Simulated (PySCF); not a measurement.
CH$_{8}$NSi (charge +1): geometry relaxation

The run: geometry relaxation of CH$_{8}$NSi, charge +1, SMILES C[SiH2][NH3+]. Method and program: PBE0-D3(BJ)/def2-SVPD geometry optimisation, gas phase (PySCF 2.14.0).

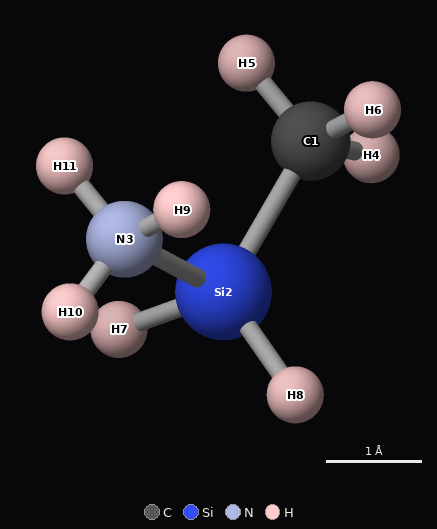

Fig. 1: The starting structure (ball-and-stick view, seen at a tilt; atoms are numbered from 1 in the order of the input). Bond lengths as drawn: C–H 1.09 Å, C–Si 1.88 Å, H–N 1.02 Å, H–Si 1.46 Å and N–Si 1.96 Å.

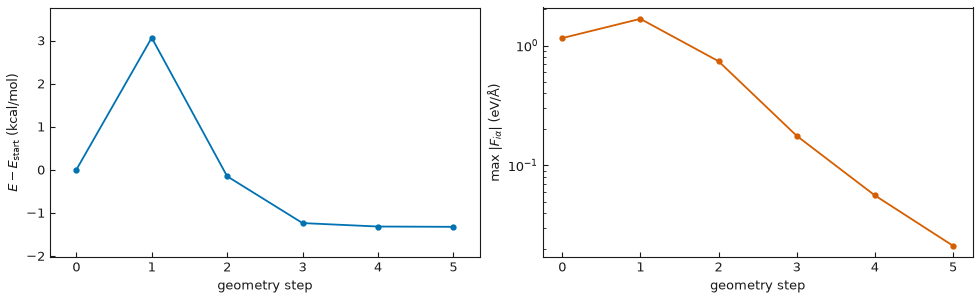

Fig. 2: Progress of the relaxation, step by step (steps are counted from 0).

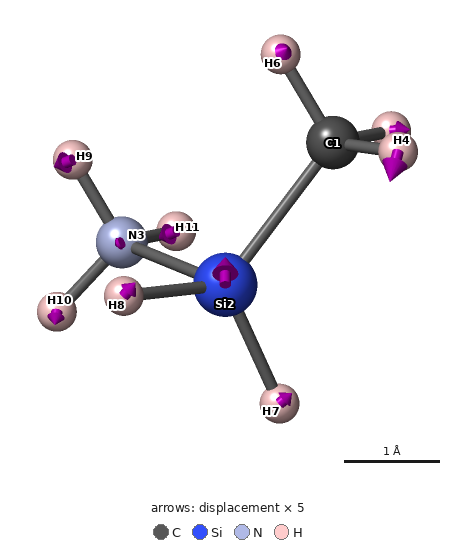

Fig. 3: The starting structure with the displacements as pink arrows, magnified 5 times (ball-and-stick view, seen at a tilt). The two geometries are laid on each other by the best rigid fit. The energy falls by 1.32 kcal/mol in 5 geometry steps. Largest force component: 1.2 eV/Å at the start, 0.021 eV/Å at the end. The atom that moves furthest after the best rigid fit is Si2 (0.076 Å). By element the largest moves are Si 0.076 Å, H 0.075 Å, N 0.018 Å, C 0.011 Å. Among the contacts that change: Si2–N3 1.961 → 1.923 Å, C1–Si2 1.880 → 1.846 Å, Si2–H7 1.456 → 1.481 Å, C1–H4 1.088 → 1.102 Å. Among the angles that change: C1–Si2–N3 101.5° → 105.6°, H7–Si2–H8 116.1° → 113.5°. (Atoms are counted from 1 in the order of the input.)

These pictures come from the run below.

### Input file
```
{"job": {"xc": "PBE0", "basis": "def2-SVPD", "d3": "d3bj", "grid": 2, "kind": "geom"}, "charge": 1, "multiplicity": 1}
C      1.512695     0.270074    -0.231506
Si     0.099301    -0.688863     0.554361
N     -1.460561     0.243272    -0.182198
H      2.472144    -0.136014     0.081717
H      1.493147     0.219906    -1.320235
H      1.511091     1.322243     0.053363
H     -0.182747    -2.023189     0.044094
H     -0.165800    -0.474288     1.970133
H     -1.466874     1.229606     0.079897
H     -2.334259    -0.164609     0.152231
H     -1.478136     0.201861    -1.201857
```

The first line tells a small driver script what to run in PySCF; the rest is the geometry in Å.

Launched with:
```bash
OMP_NUM_THREADS=1 python <driver script> task.json out
```

### Output
```
step   0  E = -386.55834600  max force = 0.022448
step   1  E = -386.55346316  max force = 0.032494
step   2  E = -386.55858540  max force = 0.014403
step   3  E = -386.56031610  max force = 0.003438
step   4  E = -386.56044357  max force = 0.001095
step   5  E = -386.56045476  max force = 0.000417
optimisation converged
```

### Trajectory as extended XYZ (Å, eV, eV/Å), 6 frames, from step=0 to step=5
```
11
Properties=species:S:1:pos:R:3:forces:R:3 step=0 energy=-10518.78837
C     1.5127    0.2701   -0.2315   -0.5273  -0.4189   0.3430
Si    0.0993   -0.6889    0.5544    0.1291   1.1543  -0.9348
N    -1.4606    0.2433   -0.1822    0.4196  -0.3102   0.2471
H     2.4721   -0.1360    0.0817    0.3732  -0.2211   0.1729
H     1.4931    0.2199   -1.3202   -0.1027  -0.1247  -0.3631
H     1.5111    1.3222    0.0534   -0.0971   0.3278   0.2025
H    -0.1827   -2.0232    0.0441    0.0020  -0.4990  -0.0850
H    -0.1658   -0.4743    1.9701    0.0076  -0.0218   0.5023
H    -1.4669    1.2296    0.0799   -0.0277   0.1354   0.0256
H    -2.3343   -0.1646    0.1522   -0.1531  -0.0246   0.0231
H    -1.4781    0.2019   -1.2019   -0.0235   0.0028  -0.1337
11
Properties=species:S:1:pos:R:3:forces:R:3 step=1 energy=-10518.65550
C     1.2800   -0.7263    0.5627    0.0879   0.8418  -0.5998
Si   -0.5414   -0.4088    0.3415    1.0033  -1.6709   1.2876
N    -0.7964    1.0265   -0.8096   -0.4325   0.4159  -0.3605
H     1.5840   -1.5510    1.2189   -0.4296  -0.1135   0.0995
H     1.7189   -0.9270   -0.4286    0.1426  -0.0043   0.0520
H     1.7460    0.1897    0.9620    0.1644  -0.0623  -0.0103
H    -1.1630   -1.5733   -0.3231   -0.4025   0.2397  -0.2360
H    -1.1654    0.0059    1.6153   -0.3380   0.2596  -0.1571
H    -0.4227    1.9179   -0.4665    0.0594  -0.0192   0.0258
H    -1.8117    1.1578   -0.9117    0.0881   0.1361  -0.1097
H    -0.4264    0.8829   -1.7553    0.0569  -0.0227   0.0085
11
Properties=species:S:1:pos:R:3:forces:R:3 step=2 energy=-10518.79489
C     1.2913   -0.6939    0.5480    0.0759   0.3837  -0.4707
Si   -0.5397   -0.4625    0.3641    0.5126  -0.7386   0.7406
N    -0.7815    1.0011   -0.8012   -0.3739   0.2888  -0.1813
H     1.5769   -1.5231    1.2080   -0.2030  -0.0783   0.0601
H     1.7463   -0.8847   -0.4382    0.0593  -0.0573   0.0645
H     1.7517    0.2231    0.9523   -0.0061  -0.0566   0.0373
H    -1.2704   -1.5449   -0.3338   -0.0648   0.0986  -0.1046
H    -1.1896   -0.0175    1.6189   -0.1819   0.1569  -0.1349
H    -0.3832    1.8803   -0.4538    0.0566  -0.0545  -0.0035
H    -1.7893    1.1683   -0.9132    0.0679   0.0743  -0.0629
H    -0.4107    0.8482   -1.7454    0.0575  -0.0170   0.0555
11
Properties=species:S:1:pos:R:3:forces:R:3 step=3 energy=-10518.84198
C     1.3037   -0.6822    0.5260    0.0993   0.1768  -0.1229
Si   -0.5251   -0.4833    0.3950    0.0239  -0.0961   0.0747
N    -0.7939    1.0026   -0.7934   -0.1595   0.0128  -0.0136
H     1.5387   -1.5202    1.1979    0.0015  -0.0259   0.0328
H     1.7721   -0.8929   -0.4487   -0.0515  -0.0549   0.0346
H     1.7732    0.2238    0.9401    0.0094  -0.0462   0.0633
H    -1.2558   -1.5542   -0.3213   -0.0276   0.0379  -0.0424
H    -1.2290   -0.0037    1.6095    0.0092   0.0339  -0.0563
H    -0.3872    1.8753   -0.4420    0.0391  -0.0301   0.0060
H    -1.7937    1.1866   -0.9309    0.0158   0.0018   0.0002
H    -0.4011    0.8425   -1.7264    0.0404  -0.0100   0.0238
11
Properties=species:S:1:pos:R:3:forces:R:3 step=4 energy=-10518.84545
C     1.3110   -0.6769    0.5241    0.0072   0.0563  -0.0203
Si   -0.5210   -0.4864    0.3954   -0.0098  -0.0063  -0.0008
N    -0.8023    0.9996   -0.7917   -0.0397   0.0017  -0.0097
H     1.5367   -1.5179    1.1981    0.0059  -0.0073   0.0047
H     1.7767   -0.8979   -0.4479   -0.0141  -0.0285  -0.0021
H     1.7852    0.2215    0.9479   -0.0026  -0.0168   0.0228
H    -1.2621   -1.5444   -0.3299    0.0135  -0.0030  -0.0098
H    -1.2295    0.0045    1.5998    0.0076   0.0077   0.0097
H    -0.3887    1.8678   -0.4381    0.0133  -0.0021   0.0013
H    -1.8007    1.1869   -0.9306    0.0071  -0.0040   0.0037
H    -0.4035    0.8376   -1.7216    0.0116   0.0023   0.0006
11
Properties=species:S:1:pos:R:3:forces:R:3 step=5 energy=-10518.84575
C     1.3117   -0.6754    0.5238    0.0005   0.0214   0.0018
Si   -0.5203   -0.4853    0.3961   -0.0148   0.0050  -0.0088
N    -0.8049    1.0000   -0.7921   -0.0022  -0.0029  -0.0017
H     1.5345   -1.5178    1.1976    0.0011  -0.0037  -0.0006
H     1.7748   -0.9015   -0.4482   -0.0035  -0.0098  -0.0007
H     1.7891    0.2194    0.9509    0.0005  -0.0066   0.0044
H    -1.2570   -1.5446   -0.3319    0.0079  -0.0030  -0.0004
H    -1.2289    0.0068    1.6003    0.0072  -0.0009   0.0043
H    -0.3903    1.8677   -0.4381    0.0015   0.0001   0.0003
H    -1.8030    1.1867   -0.9316    0.0006  -0.0004   0.0011
H    -0.4037    0.8382   -1.7211    0.0009   0.0008   0.0004
```

### Results in brief

```json
{"quantity": "outcome", "value": "converged"}
{"quantity": "total energy", "value": "−386.560455 hartree"}
{"quantity": "point group", "value": "Cs"}
{"quantity": "hardware", "value": "1 CPU thread, shared host"}
{"quantity": "wall time", "value": "31 s"}
{"quantity": "peak memory", "value": "0.57 GiB"}
```
